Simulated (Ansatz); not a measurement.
# From PBE to G0W0: CdSe (Cadmoselite)

How far does one-shot GW move the PBE gap of CdSe (Cadmoselite)?

Calculated with Ansatz 0.2.0; PBE, then G0W0 on it, plane waves, PAW.

The database entry behind the starting cell differs from later determinations by our own check (inner coordinate of an old entry), so it need not match the best structure at ambient conditions.

## (1) The structure

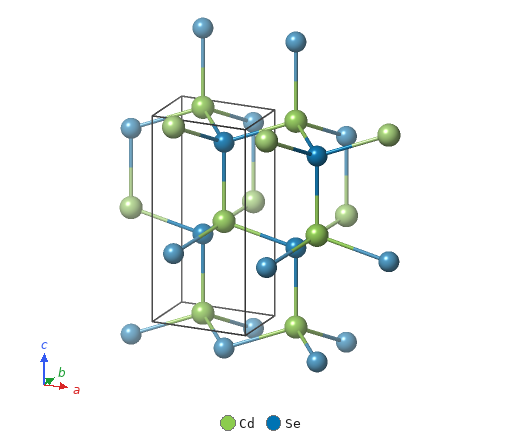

Start, viewed slightly off an axis; cadmium green, selenium blue. 2×1×1 cells are drawn. Some periodic images of atoms are drawn too.

The cell and positions come from the Crystallography Open Database and are kept as given unless a step says otherwise.

## (2) Bands along the symmetry lines

Levels along a band path and on the mesh show where this functional puts the band edges.

This step: DFT, PBE, plane waves, PAW; PAW set soft_1.

input.yaml

```yaml
crystal:
  lattice:
    - [4.3, 0.0, 0.0]
    - [-2.15, 3.7239092363, 0.0]
    - [0.0, 0.0, 7.02]
  atoms:
    - { symbol: Cd, position: [0.3333333333, 0.6666666667, 0.0] }
    - { symbol: Cd, position: [0.6666666667, 0.3333333333, 0.5] }
    - { symbol: Se, position: [0.3333333333, 0.6666666667, 0.385] }
    - { symbol: Se, position: [0.6666666667, 0.3333333333, 0.885] }
kpoints:
  mp_grid: { grid: [6, 6, 4] }
  band_path:
    path:
      - [[0.0, 0.0, 0.0], [0.5, 0.0, 0.0], [0.33333333, 0.33333333, 0.0], [0.0, 0.0, 0.0], [0.0, 0.0, 0.5], [0.5, 0.0, 0.5], [0.33333333, 0.33333333, 0.5], [0.0, 0.0, 0.5]]
      - [[0.5, 0.0, 0.5], [0.5, 0.0, 0.0]]
      - [[0.33333333, 0.33333333, 0.5], [0.33333333, 0.33333333, 0.0]]
    npoints: 10
hamiltonian:
  xc: pbe
  pseudopotentials: { kind: paw, azcp: { folder: soft_1 } }
scf:
  occupations: { method: fermi_dirac, width: 0.02 }
  n_extra_bands: 5
output:
  eigenvalues: true
  write_density: true
  write_potential: true
  elf: true
  volumetric_format: npy
```

Command:

```console
> ansatz run input.yaml --threads 3 --pin off --max-ram 92160MiB --backend cuda --events-out ev --progress --plain --runs-dir out --devices 1 --max-vram 13GiB
```

Numbers of over 12 decimals in the logs are rounded to 6 here.

The program printed:

```text
scf.n_extra_bands = 5 over 36 filled bands (N_el = 72.0): the run solves 41 bands
GPUs: using 1 of 1 available (devices: 1).
Engine: ansatz 0.2.0, x86_64-unknown-linux-gnu
Pseudopotentials: kind: paw
Pseudopotential: Cd, paw, valence charge 20, recommended cutoff 420 eV (normal), soft_1/Cd.paw.azcp
Pseudopotential: Se, paw, valence charge 16, recommended cutoff 420 eV (normal), soft_1/Se.paw.azcp
Functional definition: PBE
  parameter kappa = 0.804
  parameter beta = 0.066725
  exchange = pbe_x(kappa = kappa, mu = beta*pi^2/3)
  correlation = pbe_c(beta = beta)
device memory: the entry about to start is reckoned to put 1.7 GiB on a device that reports 48.8 GiB free (of which the cap on the GPU budget leaves the run 13.0 GiB)
GPU FFT provider: cuFFT
GPU libraries: cuBLAS 13.8.2, cuFFT 12.4.0, cuSOLVER 12.3.4
Crystal: 4 atoms, lattice volume = 112.410 Å³
Basis set: ecut = 420 eV, 2189 PW (Γ)
Bands: 41, of which v1, the nominal top of the filled ones, is band 36 counted from 1 (35 counted from 0)
Symmetry: 12 space group operations
Space group: P63mc (ITA 186), of the structure as read, at distance tolerance 4.8e-5 Å
k-points: 21 of 144 (time reversal used)
Non-local potential: Cd, projectors of the file, l = 0: 3, l = 1: 2, l = 2: 2, l = 3: 1
Non-local potential: Se, projectors of the file, l = 0: 2, l = 1: 2, l = 2: 3, l = 3: 1
PAW form: soft (Blöchl's): semilocal exchange-correlation on the pseudo side does not see the compensation charge
PAW one-centre angular grid: Cd, 590 points (default); XC on 64 Gauss nodes
PAW one-centre angular grid: Se, 590 points (default); XC on 64 Gauss nodes
Initial density: superposition of atomic densities (chi_scale 0.1, normalization cell, long waves kept (reshape's long-wave potential 0.00 eV rms))
Initial wavefunctions: pseudopotential atomic-orbital guess
GPU buffer pool allocated for 43200 grid points (all kernels)
GPU transforms: local potential and band sums: pruned to the plane-wave sphere, on 30×30×48
Functional: x = pbe(κ = 0.804, μ = 0.219515), c = pbe(β = 0.066725)
SCF iter   1: F=—  HF=-27450.733709 eV  |F-HF|=—  |Δ(HF+E_count)|=         —  Δρ=5.07e-2  dr2=2.82e0  ethr=3.10e-3  ⟨swp⟩=6.2  Hψ=3010  notcnv=0
preconditioner: auto → Resta (q_TF=auto, 2.533 Å⁻¹)  ε∞=4.2  [insulator: Δε(μ)=0.377 eV  Ē_g=11.833 eV  σ=0.020 eV  W_gap=1.00  n_scr=34 (ndim 8)  ℏωp=21.0 eV  f_vac=0.159  D(μ)=0.00/eV (n_scr^D=0)  ε∞_Penn≈4.2]
SCF iter   2: F=—  HF=-27449.778111 eV  |F-HF|=—  |Δ(HF+E_count)|=   9.56e-1  Δρ=1.90e-2  dr2=3.05e-1  ethr=3.10e-3  ⟨swp⟩=3.0  Hψ=1539  notcnv=0
SCF iter   3: F=—  HF=-27449.677477 eV  |F-HF|=—  |Δ(HF+E_count)|=   1.01e-1  Δρ=8.05e-3  dr2=5.08e-2  ethr=4.24e-4  ⟨swp⟩=3.4  Hψ=1728  notcnv=0
SCF iter   4: F=—  HF=-27449.669290 eV  |F-HF|=—  |Δ(HF+E_count)|=   8.19e-3  Δρ=1.24e-3  dr2=4.03e-3  ethr=7.06e-5  ⟨swp⟩=2.8  Hψ=1593  notcnv=0
SCF iter   5: F=—  HF=-27449.670220 eV  |F-HF|=—  |Δ(HF+E_count)|=   9.30e-4  Δρ=6.51e-4  dr2=6.55e-4  ethr=5.60e-6  ⟨swp⟩=2.0  Hψ=1554  notcnv=0
SCF iter   6: F=—  HF=-27449.671033 eV  |F-HF|=—  |Δ(HF+E_count)|=   8.14e-4  Δρ=2.60e-4  dr2=1.29e-4  ethr=9.10e-7  ⟨swp⟩=2.0  Hψ=1547  notcnv=0
SCF iter   7: F=—  HF=-27449.670179 eV  |F-HF|=—  |Δ(HF+E_count)|=   8.54e-4  Δρ=5.49e-5  dr2=4.14e-6  ethr=1.79e-7  ⟨swp⟩=2.0  Hψ=1321  notcnv=0
SCF iter   8: F=—  HF=-27449.671468 eV  |F-HF|=—  |Δ(HF+E_count)|=   1.29e-3  Δρ=1.24e-5  dr2=2.21e-7  ethr=5.75e-9  ⟨swp⟩=2.0  Hψ=1465  notcnv=0
SCF iter   9: F=-27449.671468 eV  HF=-27449.671468 eV  |F-HF|=3.53e-8  |Δ(HF+E_count)|=   7.97e-7  Δρ=2.75e-6  dr2=1.33e-8  ethr=1.39e-10  ⟨swp⟩=5.3  Hψ=3266  notcnv=0
SCF 1 converged in 9 iterations: F = -27449.671468 eV  dr2 = 1.33e-8
  greatest PAW one-centre occupation: 1.000 electrons in one spin orbital (limit 2), on the Cd atom at site 1 (counted from 0), in its partial waves of l = 0
device memory: the entry about to start is reckoned to put 1.9 GiB on a device that reports 42.4 GiB free (of which the cap on the GPU budget leaves the run 13.0 GiB)
NSCF: frozen V_eff on 93 k-points
SCF converged after 9 iterations
Free energy (F): -27449.671468 eV
Harris-Foulkes:  -27449.671468 eV  (|F-HF|=3.53e-8)
Internal energy: -27449.671468 eV  (E = F + TS)
E sigma→0 (E₀):  -27449.671468 eV
Fermi energy:    7.656719 eV
--- Per-component energies (eV) ---
  E_band       = -1792.402879
  E_kinetic    = 1103.732892
  E_local      = -13274.847406  (includes V_loc(G=0)·N_el)
  E_nonlocal   = -468.706718
  E_hartree    = 6455.811088
  E_xc         = -484.368268
  E_vxc        = -574.271835  (∫ρ·V_xc dr)
  E_paw        = -12458.290223  (= ΣΔE_a)
  E_vpaw       = -1489.932081  (= ΣTr[D̂ρ^β])
  E_aug_tail   = -0.000065  (compensation charges beyond the density's cutoff)
  E_ewald      = -8323.002769
  E_smearing   = -0.000000  (= −TS)
  E_closure    = -0.000000  (closes the sum)
  Σ components = -27449.671468   (vs F -27449.671468, Δ=0.00e0)
--- Band table (eV; the first three rows and the last of 21) ---
  k-point 0: bands = [... 32 lower, 6.5808, 7.2851, 7.2968, 7.2968, 7.9978, 9.4180, 13.1860, 13.1860, ... 1 higher]
  k-point 1: bands = [... 32 lower, 6.6786, 6.6786, 7.1841, 7.1841, 9.0234, 9.5219, 12.9944, 13.2680, ... 1 higher]
  k-point 2: bands = [... 32 lower, 6.9240, 6.9240, 6.9240, 6.9240, 9.6348, 9.6348, 13.1167, 13.1167, ... 1 higher]
  k-point 20: bands = [... 32 lower, 4.8137, 4.8137, 6.2413, 6.2413, 11.0975, 11.0975, 13.2150, 13.2150, ... 1 higher]
```

The job ended after 14 s (1 × NVIDIA H100 80GB HBM3 (shared by 6 runs) with 3 threads of AMD EPYC 7R13 (Zen 3), shared host; peak memory 0.92 GiB).

Reading the cycles: dr2 is the Hartree energy of the density residual (eV), the measure of convergence; HF is the Harris–Foulkes estimate of the energy, which meets the free energy F at convergence.

This step gave:

* filled bands: 36
* gap: 0.7010 eV
* valence top at: Γ
* conduction bottom at: Γ
* least direct gap: 0.7010 eV

Over mesh and path the gap is 0.701 eV, direct, at k = Γ.

The electronic bands at the labelled points (eV, zero at the top of the highest nominally filled band):

```csv
point,band 33,band 34,band 35,band 36,band 37,band 38,band 39,band 40
Γ,-0.72,-0.01,0.00,0.00,0.70,2.12,5.89,5.89
M,-2.56,-1.85,-1.24,-0.83,3.23,3.31,4.81,6.15
K,-3.06,-1.79,-1.79,-1.78,4.39,4.80,4.80,7.05
Γ,-0.72,-0.01,0.00,0.00,0.70,2.12,5.89,5.89
A,-0.37,-0.37,-0.37,-0.37,2.34,2.34,5.82,5.82
L,-1.38,-1.38,-1.29,-1.29,2.99,2.99,4.79,4.79
H,-2.48,-2.48,-1.06,-1.06,3.80,3.80,5.92,5.92
A,-0.37,-0.37,-0.37,-0.37,2.34,2.34,5.82,5.82
jump to L,-1.38,-1.38,-1.29,-1.29,2.99,2.99,4.79,4.79
M,-2.56,-1.85,-1.24,-0.83,3.23,3.31,4.81,6.15
jump to H,-2.48,-2.48,-1.06,-1.06,3.80,3.80,5.92,5.92
K,-3.06,-1.79,-1.79,-1.78,4.39,4.80,4.80,7.05
```

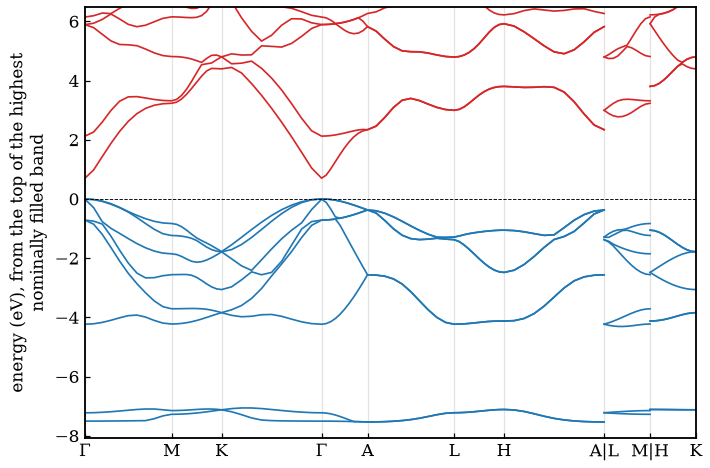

Electronic bands along the path; lines of filled and empty bands in two colours.

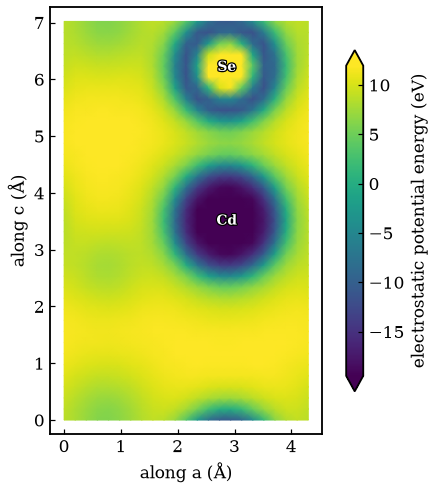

Electrostatic potential energy in the ac plane at fractional y = 0.333, with atoms of Cd and Se within 0.2 Å of it. With pseudopotentials it is smooth inside the atoms' cores, unlike the true potential.

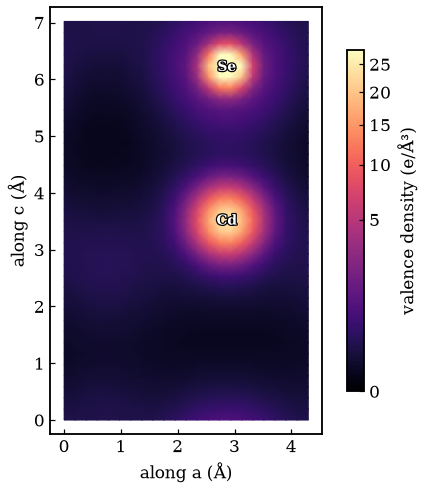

Valence density in the ac plane at fractional y = 0.333, with atoms of Cd and Se within 0.2 Å of it. It is the smooth field of the valence electrons, not physical close to the nuclei. The colour scale is stretched toward low values.

(Part 1 of 2 ends here.)

[Paths, hosts, dates, memory and timing lines, banners, echoed tables and standing remarks are left out of the program output.]

[Logs are printed without paths, hosts, clocks, repeated set-up lines and the standing remarks that a program may print on its own settings, such as how far it seeks lower states.]

[Runs of the session that timed out or met a known fault of the program may be left out.]

[Cells called generated may have been cut or substituted from an entry of the Crystallography Open Database or the Materials Project.]

[Hosts, paths, dates, database ids (printed as entryN), source tags and the programs' standing remarks are cut or masked in the printed files.]

[Where an RPA ε∞ is given, it is that of the G0W0 mesh and is not shown converged in it. Names of k-points follow the symmetry that the program found, which can be lower than the space group named. Band edges on a path are those of the sampled points; other points can move an edge, and change direct to indirect where valleys lie close.]

[Hybrid gaps are those of their k-mesh and are not shown converged in it.]
